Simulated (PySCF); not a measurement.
# CH10B2O2Si2: electronic excitations

Aim: predict the electronic excitations of CH10B2O2Si2 (`C[SiH2]OBBO[SiH3]`).

Computed with PySCF 2.14.0, with density-fitted response routines of our own, on a single molecule in the gas phase. Atoms count from 0, in the outputs and in this text.

**1. The starting structure**

17 atoms, charge 0, multiplicity 1; geometry from: GFN2-xTB.

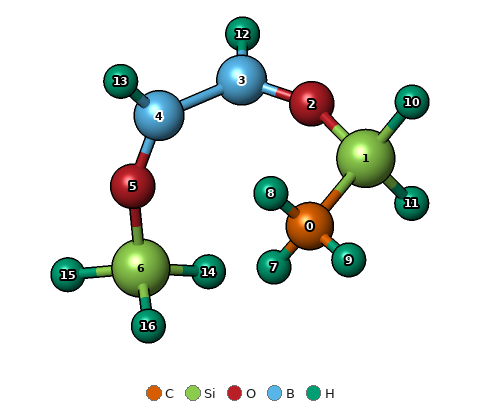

As it starts; carbon orange, silicon green, oxygen red, boron blue, hydrogen teal, atoms numbered; sticks join atoms by distance.

**2. Ultraviolet spectrum: B3LYP/def2-SVPD**

The job: settings as JSON, then the geometry in Å.

```
{"job": {"kind": "uv", "xc": "B3LYP", "basis": "def2-SVPD", "nstates": 8, "ntriplets": 3}, "charge": 0, "multiplicity": 1}
C     -1.298785     1.643999     0.217093
Si    -2.163950     0.007293    -0.211498
O     -1.303766    -1.319055     0.125293
B     -0.200032    -1.896094     0.589375
B      1.066037    -0.983138     1.235781
O      1.903201    -0.315061     0.449001
Si     2.389001     0.168461    -1.006899
H     -0.380266     1.766462    -0.352475
H     -1.030950     1.684667     1.270984
H     -1.931839     2.501236     0.006956
H     -3.379590    -0.165837     0.588901
H     -2.392274    -0.096102    -1.656233
H     -0.177946    -3.080920     0.487896
H      1.273463    -0.859881     2.400856
H      1.602201    -0.399542    -2.107828
H      3.781832    -0.268985    -1.077295
H      2.236667     1.624526    -0.969817
```

With the program's defaults for keys left out, this is: TDDFT B3LYP/def2-SVPD, vertical, gas phase, core orbitals frozen in the response.

On the command line:

```sh
> OMP_NUM_THREADS=1 python probes_run.py task.json out
```

The driver reads the jobs from task.json and runs them one after another.

The program printed:

```text
coarse grid: 14880 points
cycle   1  E = -822.7567372176  dE =  6.065e-01  |g| = 1.010e+00  |ddm| = 6.461e+00
cycle   2  E = -822.2965384022  dE =  4.602e-01  |g| = 1.828e+00  |ddm| = 3.124e+00
cycle   3  E = -822.9466878231  dE = -6.501e-01  |g| = 1.604e-01  |ddm| = 1.962e+00
cycle   4  E = -822.9519827296  dE = -5.295e-03  |g| = 6.474e-02  |ddm| = 3.671e-01
cycle   5  E = -822.9530550926  dE = -1.072e-03  |g| = 1.172e-02  |ddm| = 9.982e-02
cycle   6  E = -822.9530941176  dE = -3.903e-05  |g| = 2.879e-03  |ddm| = 3.000e-02
cycle   7  E = -822.9530956853  dE = -1.568e-06  |g| = 1.398e-03  |ddm| = 5.117e-03
final grid: 133616 points
cycle   8  E = -823.0807757127  dE = -4.443e-05  |g| = 4.783e-03  |ddm| = 1.481e-01
cycle   9  E = -823.0807705985  dE =  5.114e-06  |g| = 7.006e-03  |ddm| = 1.727e-02
cycle  10  E = -823.0807809447  dE = -1.035e-05  |g| = 8.700e-04  |ddm| = 8.004e-03
cycle  11  E = -823.0807811075  dE = -1.627e-07  |g| = 2.083e-04  |ddm| = 1.581e-03
cycle  12  E = -823.0807811170  dE = -9.539e-09  |g| = 5.039e-05  |ddm| = 3.392e-04
cycle  13  E = -823.0807811178  dE = -7.581e-10  |g| = 1.118e-05  |ddm| = 1.457e-04
converged SCF energy = -823.0807811178

Static polarisability (au): isotropic 96.729, principal 89.115 98.059 103.013

Singlet excitations
state   eV       nm        f      main configurations
  1   4.2357    292.7   0.00242   H->L 0.98
  2   4.7283    262.2   0.00086   H->L+1 0.94
  3   5.7650    215.1   0.00170   H->L+2 0.90
  4   6.1533    201.5   0.00544   H->L+3 0.69, H->L+4 0.27
  5   6.2864    197.2   0.00724   H->L+4 0.68, H->L+3 0.28
  6   6.5324    189.8   0.02363   H->L+5 0.73, H-1->L 0.18
  7   6.6080    187.6   0.00142   H-1->L 0.75, H->L+5 0.18
  8   6.8476    181.1   0.01156   H->L+6 0.88

Triplet excitations (Tamm-Dancoff, eV): 3.6565 4.2612 5.6315
```

Run time: 86 s. Hardware: 1 thread of Arm Neoverse N1, shared host; peak memory 0.89 GiB.

The orbitals next to the gap, with their largest atomic shares:

```csv
orbital,eV,atoms
HOMO−3,-9.26,"Si6 26 %, O5 25 %, H16 19 %"
HOMO−2,-8.96,"Si1 28 %, H10 22 %, O2 21 %"
HOMO−1,-8.69,"C0 21 %, O2 15 %, Si1 14 %"
HOMO,-6.63,"B3 21 %, B4 21 %, O2 18 %"
LUMO,-1.11,"B3 26 %, B4 26 %, O2 13 %"
LUMO+1,-0.66,"B4 25 %, B3 18 %, O5 11 %"
LUMO+2,0.05,"Si6 21 %, B3 15 %, B4 13 %"
```

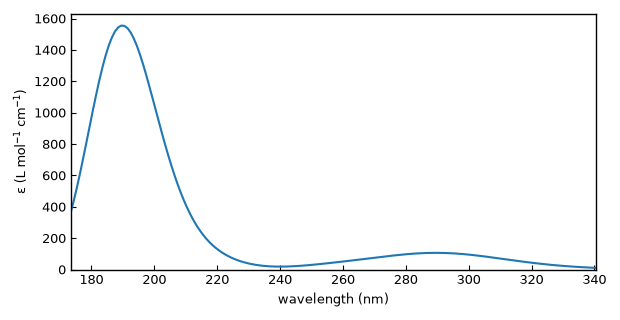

Absorption spectrum: each of the 8 states is a Gaussian band of 0.4 eV half-width at 1/e. Beyond the last state computed it falls off for lack of states.

Further results of this job:

```csv
property,computed
dipole moment (D),1.77
polarisability (Å³),14.33
HOMO–LUMO gap (eV),5.52
−ε(HOMO) (eV),6.63
```

**3. Results**

| quantity | value |
| --- | --- |
| lowest singlet (B3LYP/def2-SVPD) | 4.24 eV (293 nm), f = 0.002 |
| brightest single state of those computed | state 6, 6.53 eV, f = 0.024 |
| lowest triplet | 3.66 eV |

**Reading.** The first singlet state (HOMO→LUMO 0.98) lies at 4.24 eV and is weak; of the 8 states computed, the strongest absorption comes from state 6 at 6.53 eV. The lowest triplet lies 0.58 eV below the lowest singlet (triplets in Tamm-Dancoff, singlets in full TDDFT).
